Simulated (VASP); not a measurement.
## A VASP study of CaPd2N2 (AM05): structure first, properties next

Wanted: the relaxed cell of CaPd2N2 and its properties. The steps: rough relaxation of the start cell, relaxing cell and atoms (AM05), density, ELF and potential (AM05), bands along the symmetry lines (AM05), density of states (AM05), band structure (AM05 + SOC) and core levels (AM05). The cell is invented: it takes the structure of a Materials Project entry for CaRu2N2 (space group 12 there), with some of its atoms replaced by other elements, volume scaled by an estimate. It may not be a known or stable phase.

Method: AM05; plane waves and PAW (Pd, Ca_sv, N), in the first sound run; inputs show where later runs differ, in VASP 6.6.1.

**1. The structure**

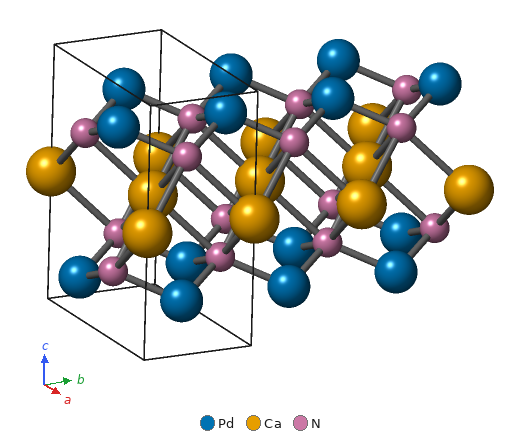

Start, viewed slightly off an axis; palladium blue, calcium orange, nitrogen pink. 1×3×1 cells are drawn. This picture shows the conventional cell, with its axes. Some periodic images of atoms are drawn too.

**2. Rough relaxation of the start cell**

The start is only an estimate, so a cheap relaxation brings it near a minimum before any careful run. AM05 is built from the electron gas and the surface model, and does well on lattice constants.

The input, INCAR:

```
SYSTEM = CaPd2N2
PREC = Normal
ENCUT = 520
EDIFF = 1E-05
NELM = 60
ISMEAR = -1
SIGMA = 0.05
LREAL = .FALSE.
ALGO = Fast
GGA = AM
NBANDS = 26
LORBIT = 11
LWAVE = .FALSE.
LCHARG = .FALSE.
KPAR = 2
IBRION = 2
NSW = 40
ISIF = 3
EDIFFG = -0.04
```

The input, POSCAR:

```
CaPd2N2
1.0
    2.8196560000     -1.6360520000      0.0000000000
    2.8196560000      1.6360520000      0.0000000000
   -0.1222230000      0.0000000000      7.2172510000
Pd Ca N
2 1 2
Direct
    0.3229385000      0.3229385000      0.1620950000
    0.6770615000      0.6770615000      0.8379050000
    0.0000000000      0.0000000000      0.5000000000
    0.3400055000      0.3400055000      0.7331410000
    0.6599945000      0.6599945000      0.2668590000
```

The input, KPOINTS:

```
Automatic mesh
0
Gamma
6 6 3
0 0 0
```

PAW data sets: Pd, Ca_sv and N (PBE family, release 64).

Started as:

```
$ mpirun -np 2 vasp_std
```

Output:

```text
[banner, memory and clock lines left out]
running    2 mpi-ranks, on    1 nodes
 distrk:  each k-point on    1 cores,    2 groups
 distr:  one band on    1 cores,    1 groups

 POSCAR found type information on POSCAR PdCaN
 POSCAR found :  3 types and       5 ions
|                                                                             |
|               ----> ADVICE to this user running VASP <----                  |
|                                                                             |
|     You enforced a specific xc type in the INCAR file but a different       |
|     [... a line on the potential file left out ...]
|     I HOPE YOU KNOW WHAT YOU ARE DOING!                                     |
|                                                                             |

 LDA part: xc-table for (Slater+PW92), standard interpolation
 POSCAR, INCAR and KPOINTS ok, starting setup
 FFT: planning ... GRIDC
 FFT: planning ... GRID_SOFT
 FFT: planning ... GRID
 WAVECAR not read
 entering main loop
       N       E                     dE             d eps       ncg     rms          rms(c)
DAV:   1     0.321519301446E+03    0.32152E+03   -0.20967E+04  1768   0.154E+03
DAV:   2    -0.106914750707E+02   -0.33221E+03   -0.32383E+03  1950   0.389E+02
DAV:   3    -0.353361481627E+02   -0.24645E+02   -0.24253E+02  2940   0.967E+01
DAV:   4    -0.358836504324E+02   -0.54750E+00   -0.54524E+00  2170   0.138E+01
DAV:   5    -0.359057225454E+02   -0.22072E-01   -0.22056E-01  2740   0.232E+00    0.246E+01
RMM:   6    -0.323523271341E+02    0.35534E+01   -0.44267E+01  1774   0.333E+01    0.207E+01
RMM:   7    -0.298131666968E+02    0.25392E+01   -0.61919E+00  1772   0.168E+01    0.748E+00
RMM:   8    -0.297488197440E+02    0.64347E-01   -0.64296E-01  1881   0.473E+00    0.269E+00
RMM:   9    -0.297321573885E+02    0.16662E-01   -0.19865E-01  2171   0.253E+00    0.262E-01
RMM:  10    -0.297362928369E+02   -0.41354E-02   -0.48555E-02  2632   0.912E-01    0.193E-01
RMM:  11    -0.297380054685E+02   -0.17126E-02   -0.16477E-02  2765   0.419E-01    0.145E-01
RMM:  12    -0.297385062618E+02   -0.50079E-03   -0.51332E-03  2823   0.225E-01    0.604E-02
RMM:  13    -0.297386616047E+02   -0.15534E-03   -0.18401E-03  2680   0.150E-01    0.225E-02
RMM:  14    -0.297387398693E+02   -0.78265E-04   -0.84344E-04  2482   0.925E-02    0.160E-02
WARNING in EDDRMM: call to ZHEGV failed, returncode =   6  3     10
RMM:  15    -0.297387723409E+02   -0.32472E-04   -0.33234E-04  2231   0.574E-02    0.113E-02
RMM:  16    -0.297387858428E+02   -0.13502E-04   -0.12403E-04  1905   0.402E-02    0.665E-03
RMM:  17    -0.297387896626E+02   -0.38198E-05   -0.46747E-05  1654   0.277E-02
   1 F= -.29738790E+02 E0= -.29723548E+02  d E =-.297388E+02
 curvature:   0.00 expect dE= 0.000E+00 dE for cont linesearch  0.000E+00
 trial: gam= 0.00000 g(F)=  0.118E+00 g(S)=  0.678E-01 ort = 0.000E+00 (trialstep = 0.100E+01)
 search vector abs. value=  0.186E+00
 bond charge predicted
       N       E                     dE             d eps       ncg     rms          rms(c)
DAV:   1    -0.300099135925E+02   -0.27113E+00   -0.34012E+01  1828   0.384E+01    0.337E+00
RMM:   2    -0.298873948977E+02    0.12252E+00   -0.69120E-01  1775   0.543E+00    0.139E+00
RMM:   3    -0.298756785073E+02    0.11716E-01   -0.16777E-01  1883   0.256E+00    0.864E-01
RMM:   4    -0.298687974207E+02    0.68811E-02   -0.38711E-02  1961   0.133E+00    0.404E-01
RMM:   5    -0.298681403630E+02    0.65706E-03   -0.15052E-02  2203   0.747E-01    0.161E-01
RMM:   6    -0.298685184424E+02   -0.37808E-03   -0.55320E-03  2564   0.375E-01    0.100E-01
RMM:   7    -0.298685676189E+02   -0.49176E-04   -0.13555E-03  2554   0.180E-01    0.360E-02
RMM:   8    -0.298686332350E+02   -0.65616E-04   -0.62757E-04  2618   0.963E-02    0.173E-02
RMM:   9    -0.298686517039E+02   -0.18469E-04   -0.20241E-04  2205   0.556E-02    0.112E-02
RMM:  10    -0.298686597816E+02   -0.80777E-05   -0.75908E-05  1826   0.362E-02
   2 F= -.29868660E+02 E0= -.29851404E+02  d E =-.129870E+00
[... from here on, the cycles between the ionic steps are left out ...]
   3 F= -.29893462E+02 E0= -.29875722E+02  d E =-.154672E+00
   4 F= -.29894550E+02 E0= -.29876891E+02  d E =-.155760E+00
[...]
WARNING in EDDRMM: call to ZHEGV failed, returncode =   6  3     11
   5 F= -.29907186E+02 E0= -.29890376E+02  d E =-.126368E-01
[...]
WARNING in EDDRMM: call to ZHEGV failed, returncode =   8  4      5
   6 F= -.29915138E+02 E0= -.29898037E+02  d E =-.205883E-01
   7 F= -.29927274E+02 E0= -.29910086E+02  d E =-.121364E-01
   8 F= -.29929547E+02 E0= -.29911814E+02  d E =-.144090E-01
   9 F= -.29929625E+02 E0= -.29911788E+02  d E =-.144873E-01
  10 F= -.29931502E+02 E0= -.29913907E+02  d E =-.187730E-02
  11 F= -.29931591E+02 E0= -.29914054E+02  d E =-.196594E-02
  12 F= -.29931601E+02 E0= -.29914088E+02  d E =-.197607E-02
  13 F= -.29931913E+02 E0= -.29914433E+02  d E =-.312090E-03
  14 F= -.29931937E+02 E0= -.29914450E+02  d E =-.335521E-03
 curvature:  -0.66 expect dE=-0.441E-03 dE for cont linesearch -0.985E-06
 trial: gam= 0.94561 g(F)=  0.274E-03 g(S)=  0.391E-03 ort = 0.369E-04 (trialstep = 0.712E+00)
 search vector abs. value=  0.155E-02
 bond charge predicted
       N       E                     dE             d eps       ncg     rms          rms(c)
DAV:   1    -0.299322664115E+02   -0.32408E-03   -0.16524E-01  1788   0.235E+00    0.812E-02
RMM:   2    -0.299323597913E+02   -0.93380E-04   -0.18610E-03  1790   0.302E-01    0.373E-02
RMM:   3    -0.299323585524E+02    0.12389E-05   -0.33618E-04  1993   0.122E-01    0.176E-02
RMM:   4    -0.299323582513E+02    0.30107E-06   -0.62535E-05  1835   0.469E-02
  15 F= -.29932358E+02 E0= -.29914893E+02  d E =-.421531E-03
 trial-energy change:   -0.000422  1 .order   -0.000410   -0.000499   -0.000321
 step:   2.0047(harm=  2.0047)  dis= 0.00870  next Energy=   -29.932639 (dE=-0.702E-03)
 reached required accuracy - stopping structural energy minimisation
```

Run time: 2.7 min. Hardware: 2 MPI ranks of AMD EPYC 7R43, shared host; peak memory 0.31 GiB.

Lines that name or quote the potential files are left out of all logs, and their timing lines are given in words.

OUTCAR, selected parts (step 2):

```text
ion  position               nearest neighbor table
   1  0.323  0.323  0.162-   5 2.03   5 2.03   5 2.03   2 2.96   2 2.96   3 3.07   3 3.09   3 3.09
                             2 3.10
   2  0.677  0.677  0.838-   4 2.03   4 2.03   4 2.03   1 2.96   1 2.96   3 3.07   3 3.09   3 3.09
                             1 3.10
   3  0.000  0.000  0.500-   1 3.07   2 3.07   2 3.09   2 3.09   1 3.09   1 3.09
   4  0.340  0.340  0.733-   2 2.03   2 2.03   2 2.03
   5  0.660  0.660  0.267-   1 2.03   1 2.03   1 2.03

  LATTYP: Found a base centered monoclinic cell.
 ALAT       =     5.6393120000
 B/A-ratio  =     0.5802310636
 C/A-ratio  =     1.2799940559
 COS(beta)  =    -0.0169324134

 Subroutine GETGRP returns: Found  4 space group operations
 (whereof  4 operations were pure point group operations)

The static configuration has the point symmetry C_2h.

 Found     34 irreducible k-points:

   k-points           NKPTS =     34   k-points in BZ     NKDIM =     34   number of bands    NBANDS=     26

   dimension x,y,z NGX =    18 NGY =   18 NGZ =   40
   dimension x,y,z NGXF=    36 NGYF=   36 NGZF=   80

   ENCUT  =  520.0 eV  38.22 Ry    6.18 a.u.   6.06  6.06 13.42*2*pi/ulx,y,z

   NELECT =      40.0000    total number of electrons

 k-points in reciprocal lattice and weights: Automatic mesh
   0.00000000  0.00000000  0.00000000       0.009
   0.16666667  0.00000000  0.00000000       0.037
   0.33333333  0.00000000  0.00000000       0.037
   0.50000000  0.00000000  0.00000000       0.019
   0.16666667  0.16666667  0.00000000       0.019
   0.33333333  0.16666667 -0.00000000       0.037
   0.50000000  0.16666667  0.00000000       0.037
  -0.33333333  0.16666667  0.00000000       0.037
  -0.16666667  0.16666667  0.00000000       0.019
[...]
-0.16666667 -0.33333333  0.33333333       0.037
  -0.16666667 -0.16666667  0.33333333       0.019

 average (electrostatic) potential at core
       1 -73.5141       2 -73.5141       3 -40.2612       4 -61.5130       5 -61.5130

 E-fermi :   7.8128

 k-point     1 :       0.0000    0.0000    0.0000
  band No.  band energies     occupation
    ...
     14       3.9406      2.00000
     15       4.5613      2.00000
     16       5.2549      2.00000
     17       5.2723      2.00000
     18       7.7273      1.69358
     19       7.9035      0.28061
     20       8.5247      0.00000
     21       8.6121      0.00000
     22       8.8894      0.00000
     23       8.9061      0.00000
    ...

 k-point     2 :       0.1667    0.0000    0.0000
  band No.  band energies     occupation
    ...
     15       4.1423      2.00000
     16       5.2616      2.00000
     17       5.7171      2.00000
     18       6.6400      2.00000
     19       7.8570      0.58499
     20       8.3713      0.00003
     21       8.6035      0.00000
     22       8.9003      0.00000
     23       8.9834      0.00000
     24      11.5810      0.00000
    ...

 k-point     3 :       0.3333    0.0000    0.0000
  band No.  band energies     occupation
    ...
     16       5.2284      2.00000
     17       5.2987      2.00000
     18       6.0509      2.00000
     19       6.7156      2.00000
     20       7.7592      1.48981
     21       8.0120      0.03656
     22       8.4629      0.00000
     23      10.4680      0.00000
     24      11.1772      0.00000
     25      13.3548      0.00000
    ...

  Total       -0.0034723     -0.0970101     -0.1540545      0.0000000      0.0000000      0.0086479
  in kB       -0.0872514     -2.4376401     -3.8710325      0.0000000      0.0000000      0.2173020
  external PRESSURE =      -2.1319747 kB  Pullay stress =       0.0000000 kB

  energy-cutoff  :      520.00
  volume of cell :       63.76
      direct lattice vectors                 reciprocal lattice vectors
     2.782189562 -1.640594737  0.018861197     0.179701555 -0.304767527  0.001919751
     2.782189562  1.640594737  0.018861197     0.179701555  0.304767527  0.001919751
    -0.074610782  0.000000000  6.984070696    -0.000970605  0.000000000  0.143172603

 POSITION                                       TOTAL-FORCE (eV/Angst)
 -----------------------------------------------------------------------------------
      1.81010      0.00000      1.07524         0.024434      0.000000      0.007627
      3.67967      0.00000      5.94655        -0.024434      0.000000     -0.007627
      5.52707      0.00000      3.52976        -0.000000     -0.000000      0.000000
      1.81910      0.00000      5.04646        -0.018734      0.000000     -0.004061
      3.67066      0.00000      1.97533         0.018734      0.000000      0.004061
 -----------------------------------------------------------------------------------
    total drift:                                0.000000     -0.000000      0.000000

  FREE ENERGIE OF THE ION-ELECTRON SYSTEM (eV)
  ---------------------------------------------------
  free  energy   TOTEN  =       -29.9323582513 eV

  energy  without entropy=      -29.8974268814  energy(sigma->0) =      -29.91489257

 reached required accuracy - stopping structural energy minimisation

 total charge
# of ion       s       p       d       tot
------------------------------------------
    1        0.466   0.621   8.431   9.518
    2        0.466   0.621   8.431   9.518
    3        2.043   5.880   0.402   8.324
    4        1.260   2.313   0.000   3.573
    5        1.260   2.313   0.000   3.573
--------------------------------------------------
tot          5.496  11.747  17.263  34.507

[... 3 further parts left out ...]
```

CONTCAR:

```
CaPd2N2
   1.00000000000000
     2.7821895619943899   -1.6405947367231886    0.0188611972287004
     2.7821895619943899    1.6405947367231886    0.0188611972287004
    -0.0746107821070004    0.0000000000000000    6.9840706958181862
  Pd              Ca              N
     2     1     2
Direct
     0.3273414826831788    0.3273414826831788    0.1521884312450687
     0.6726585173168210    0.6726585173168210    0.8478115687549312
     1.0000000000000000    1.0000000000000000    0.5000000000000000
     0.3365836886592566    0.3365836886592566    0.7207489604080415
     0.6634163113407434    0.6634163113407434    0.2792510395919588
```

The k-mesh is coarse for a metal. This relaxation is a rough one on cheap settings, only to bring the start near its minimum. The PAW data sets were made with PBE, which is usual practice but a small mismatch for other functionals. The run keeps the 4 symmetry operations of its start, so it cannot find a distortion of lower symmetry.

The steps of the relaxation:

| step | energy less that of the first step (eV) | largest force (eV/Å) | pressure (GPa) | volume (Å³) |
| --- | --- | --- | --- | --- |
| 1 | 0.0000 | 1.0099 | -0.86 | 66.59 |
| 2 | -0.1299 | 0.4294 | -2.37 | 65.88 |
| 3 | -0.1547 | 0.1767 | -3.03 | 65.29 |
| 4 | -0.1558 | 0.2204 | -3.02 | 65.40 |
| 5 | -0.1684 | 0.2553 | 3.10 | 62.58 |
| 6 | -0.1763 | 0.2583 | 0.63 | 63.63 |
| 7 | -0.1885 | 0.0881 | 0.25 | 63.58 |
| 8 | -0.1908 | 0.1066 | 0.04 | 63.54 |
| 9 | -0.1908 | 0.1096 | 0.04 | 63.54 |
| 10 | -0.1927 | 0.0475 | 0.13 | 63.57 |
| 11 | -0.1928 | 0.0512 | 0.22 | 63.57 |
| 12 | -0.1928 | 0.0533 | 0.25 | 63.57 |
| 13 | -0.1931 | 0.0374 | -0.37 | 63.81 |
| 14 | -0.1931 | 0.0417 | -0.25 | 63.77 |
| 15 | -0.1936 | 0.0256 | -0.21 | 63.76 |

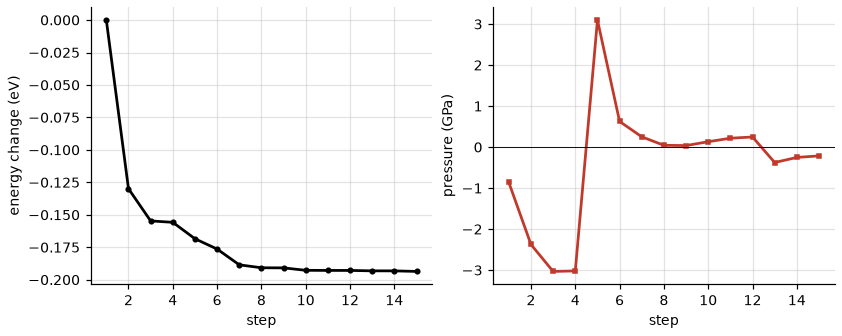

Energy and pressure along the relaxation.

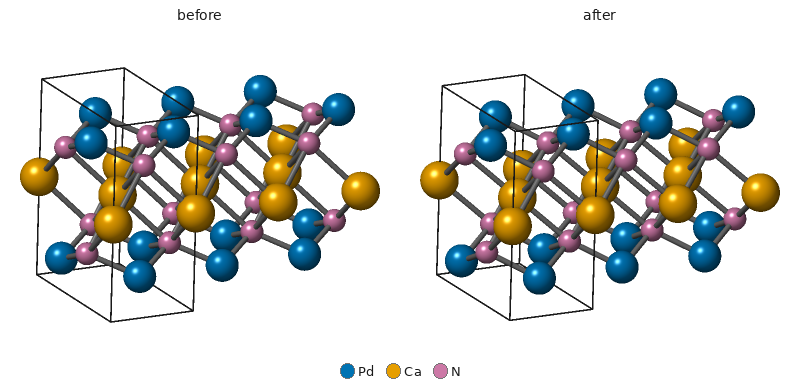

The structure before and after the relaxation, drawn at the same scale.

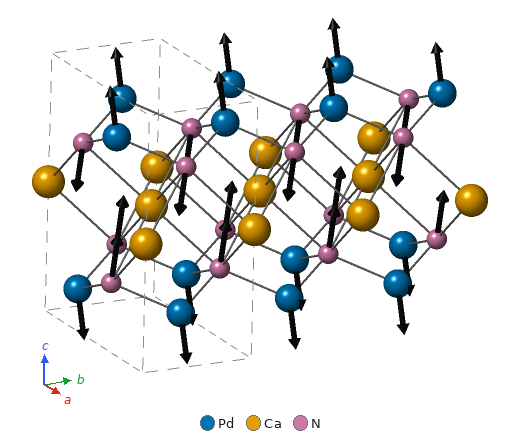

Displacements in the relaxation, exaggerated, measured against the changing cell; the longest in the cell stands for 0.09 Å. 1×3×1 conventional cells are drawn. Some periodic images of atoms are drawn too.

| cell as run | before | after | change |
| --- | --- | --- | --- |
| a (Å) | 3.260 | 3.230 | -0.9 % |
| b (Å) | 3.260 | 3.230 | -0.9 % |
| c (Å) | 7.218 | 6.984 | -3.2 % |
| α (°) | 90.84 | 90.19 | -0.7 % |
| β (°) | 90.84 | 90.19 | -0.7 % |
| γ (°) | 60.25 | 61.05 | +1.3 % |
| volume (Å³/atom) | 13.32 | 12.75 | -4.2 % |

The atoms that moved most (Å, as changes of fractional coordinates times the final cell):

| atom | dx | dy | dz | length |
| --- | --- | --- | --- | --- |
| N4 | -0.018 | 0.000 | -0.087 | 0.089 |
| N5 | 0.018 | 0.000 | 0.087 | 0.089 |
| Pd1 | 0.025 | 0.000 | -0.069 | 0.073 |
| Pd2 | -0.025 | 0.000 | 0.069 | 0.073 |

The relaxed structure:

```xyz
5
Lattice="2.7822 -1.6406 0.0189 2.7822 1.6406 0.0189 -0.0746 0.0000 6.9841" Properties=species:S:1:pos:R:3 pbc="T T T"
Pd    1.8101    0.0000    1.0752
Pd    3.6797    0.0000    5.9466
Ca   -0.0373    0.0000    3.4920
N     1.8191    0.0000    5.0465
N     3.6707    0.0000    1.9753
```

Numbers from this step:

```yaml
electrons: 40
bands: 26
irreducible_k_points: 34
symmetry_operations: 4
free_energy_toten: -29.93 eV
energy_at_zero_smearing: -29.91 eV
fermi_energy: 7.813 eV
pressure: -0.2132 GPa
metallic: yes
scf_cycles_over_all_ionic_steps: 109
```

It ends with a largest force of 0.026 eV/Å and a pressure of -0.21 GPa.

(Part 1 of 4 ends here.)

[Lines on the potential files, build, host, timing and source positions are cut from VASP's logs without a mark.]

[Logs are printed without paths, hosts, clocks, repeated set-up lines and the standing remarks that a program may print on its own settings, such as how far it seeks lower states.]

[Hosts, paths, dates, database ids (printed as entryN), source tags and the programs' standing remarks are cut or masked in the printed files.]

[A measured line is paired with the nearest computed mode of its activity, which favours agreement.]

[In band tables of VASP the shares of atoms and orbitals are scaled to a sum of 1 inside the atoms' spheres.]
